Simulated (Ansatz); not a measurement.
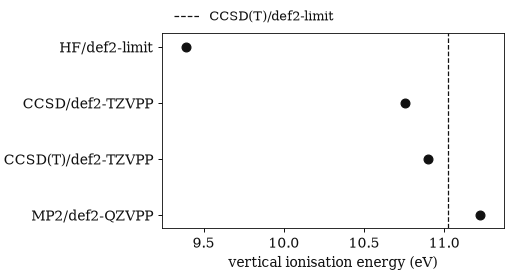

Vertical ionisation energy of C₂H₃AlO, SMILES C#[C][AlH][OH], singlet, taken as the energy of the cation less that of the neutral at fixed geometry (unrestricted doublet cation, cores frozen in correlated methods, no spin-orbit coupling), the Ansatz code 0.2.0, at a PBE0-D4/def2-TZVP geometry (a minimum by its frequencies). Limit means an estimate of the basis limit from triple and quadruple zeta; for coupled cluster it is either extrapolated directly or built as the MP2 limit plus the step from MP2 in triple zeta. The distance of CCSD/def2-TZVPP, CCSD(T)/def2-TZVPP and MP2/def2-QZVPP to the limit includes basis error.

**What range do the values span, the line included?**

From 9.39 eV (HF/def2-limit) to 11.22 eV (MP2/def2-QZVPP).

**Give the values.**

| level | eV | less CCSD(T)/def2-limit |
| --- | --- | --- |
| HF/def2-limit | 9.39 | −1.64 |
| CCSD/def2-TZVPP | 10.76 | −0.27 |
| CCSD(T)/def2-TZVPP | 10.90 | −0.13 |
| MP2/def2-QZVPP | 11.22 | 0.20 |
| CCSD(T)/def2-limit | 11.02 | 0.00 |
